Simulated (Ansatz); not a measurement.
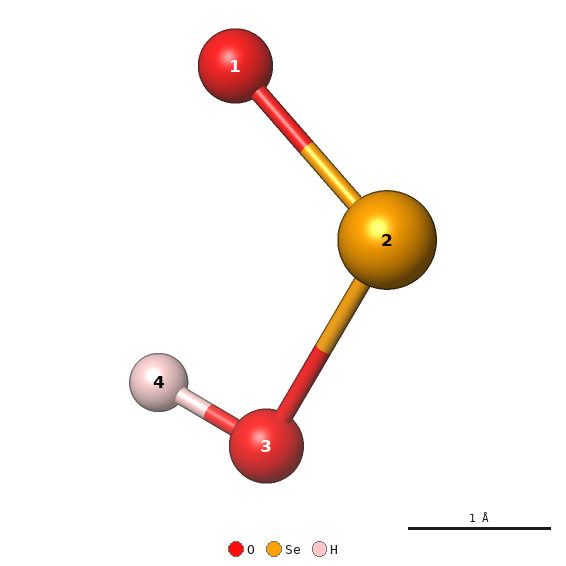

The picture comes from a calculation with Ansatz.

Orthographic view. Distant atoms are faded towards the background colour. Charge −1, singlet. Geometry: atoms displaced at random (about 0.05 Å) from a stationary point of GFN2-xTB.

Write a MOL file (V2000) with the atoms in numerical order, bonds sorted by atom number with the orders drawn, and coordinates in the frame of the picture: x right, y up, z towards the viewer, origin at the mean position.

```
HO2Se
                    3D

  4  3  0  0  0  0  0  0  0  0999 V2000
   -0.1900    1.5400    0.1400 O   0  0  0  0  0  0  0  0  0  0  0  0
    0.8800    0.3100    0.6000 Se  0  0  0  0  0  2  0  0  0  0  0  0
    0.0300   -1.1500   -0.1700 O   0  0  0  0  0  0  0  0  0  0  0  0
   -0.7300   -0.7000   -0.5700 H   0  0  0  0  0  0  0  0  0  0  0  0
  1  2  1  0
  2  3  1  0
  3  4  1  0
M  CHG  1   1  -1
M  END
```
